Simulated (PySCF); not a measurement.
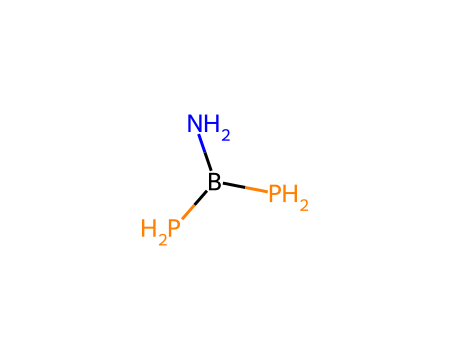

A structural formula.

Give its SMILES.

NB(P)P

Give the formula, hydrogens included.

BH6NP2.

An optimisation with GFN2-xTB gave a structure of which point group?

C2.

The parts below concern this one geometry. Atoms keep their numbers from picture to picture. The geometry was computed by an optimisation with GFN2-xTB. No frequency run is at hand to confirm it as a minimum.

## Polarisability

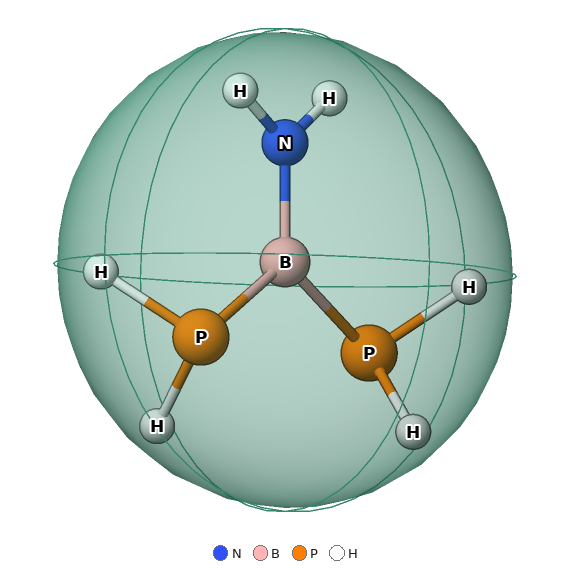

The ellipsoid shows the static dipole polarisability: its half-axes are proportional to the principal values. No frequency run is at hand to confirm it as a minimum. Method: CAM-B3LYP/def2-SVPD (PySCF 2.14.0).

How large and how anisotropic is the polarisability?

Principal values 61.0, 78.1, 90.6 bohr³; mean 76.6 bohr³ (11.35 Å³); anisotropy 25.8 bohr³, so the longest axis is 1.49 times the shortest.

## Excitation

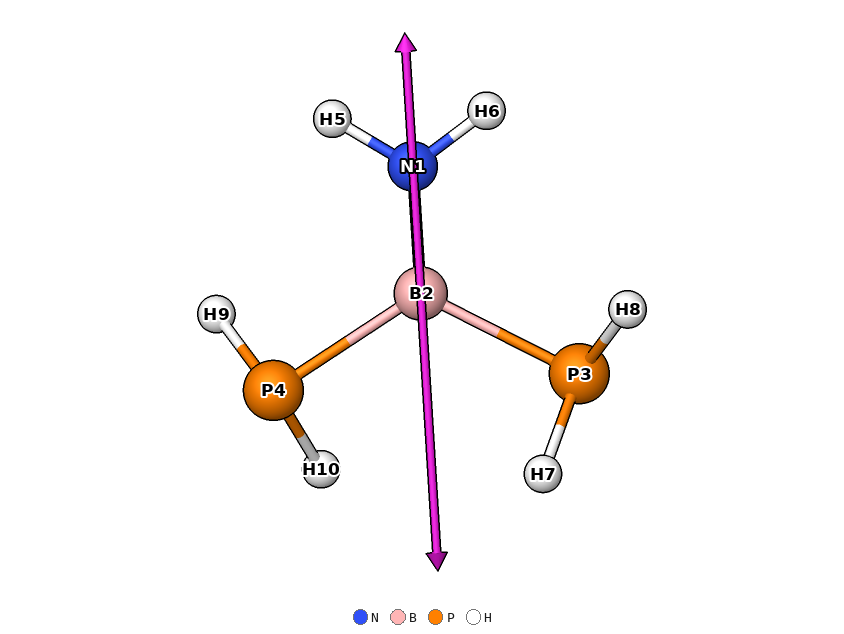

The double arrow shows the direction of the transition dipole to excited singlet state 7 (its length means nothing). No frequency run is at hand to confirm it as a minimum. Level of theory: TDDFT CAM-B3LYP/def2-SVPD, vertical, gas phase, core orbitals frozen in the response (PySCF 2.14.0).

How is the transition polarised?

Nearly parallel to the N1–B2 bond.

Where does the transition lie, and how strong is it?

7.34 eV (169 nm), oscillator strength 0.048, mainly HOMO−2 → LUMO+1 (weight 0.79); transition dipole 1.31 D.

## Core levels

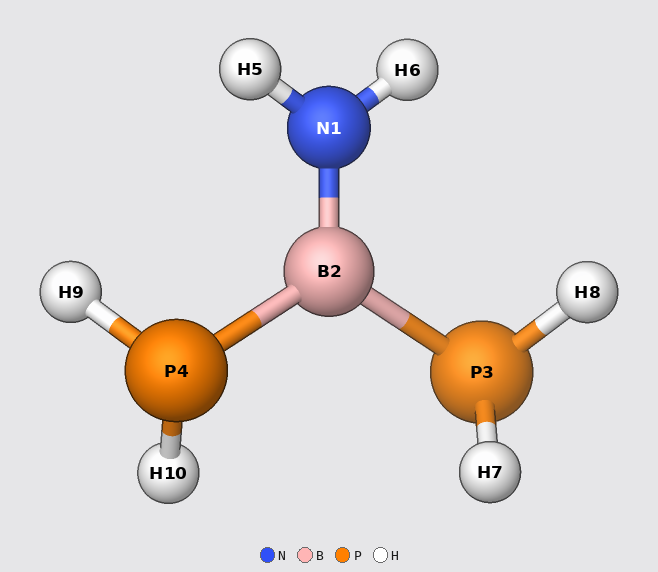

No frequency run is at hand to confirm it as a minimum. Method: delta-SCF UKS SCAN, pcX-2 on the ionised atom, pcseg-1 elsewhere, spin-free X2C (PySCF 2.14.0).

Give the core-electron binding energies (to vacuum; p and d levels without spin–orbit splitting) of N1 1s, B2 1s, P3 1s, P3 2p.

```tsv
atom	level	binding energy (eV)
N1	1s	405.4
B2	1s	195.5
P3	1s	2149.4
P3	2p	136.2
```

The geometry is semi-empirical. Around B, P such bond lengths and angles can be off by a tenth of an ångström or more and by several degrees, and values that hang on the shape move with them.
